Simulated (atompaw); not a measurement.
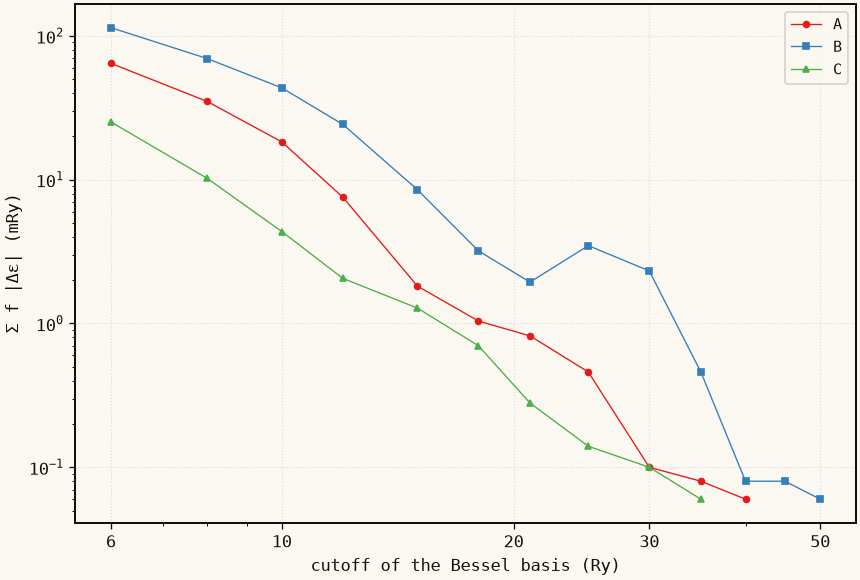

The occupation-weighted error of the valence levels in a spherical-Bessel basis for 3 variants of one potential.

Base settings:

Atompaw 4.2.0.5 input:

```
Sb 51
LDA-PW scalarrelativistic loggrid 1500 logderivrange -4 5 226
5 5 4 0 0 0
5 1 2
0 0 0
c
c
c
c
v
c
c
c
v
c
c
1
2.15 1.90 1.95 1.35
y
3.7
n
y
-0.05
n
custom polynom vanderbiltortho sinc
bessel
2.05
2.05
2.15
2.15
```

Q: Match the curves to these variants:
1. base
2. all radii scaled by 0.90 (s 1.84, p 1.94 bohr)
3. augmentation sinc compensation charge, radius 1.90 bohr; PAW radius 2.15 bohr; waves and projectors: modrrkj vanderbiltortho

A: A = 1, B = 2, C = 3.

Q: What did the other tests of these runs give?

A: A: loose cutoff 12 Ry; bound ghosts d. B: loose cutoff 15 Ry; bound ghosts s, d. C: loose cutoff 10 Ry; bound ghosts d. The loose cutoff is the first of the cutoffs, on a coarse ladder, from which the occupation-weighted sum of valence levels, in a spherical-Bessel basis at the reference potential, stays within 10 and 1 mRy of its value at 400 Ry.
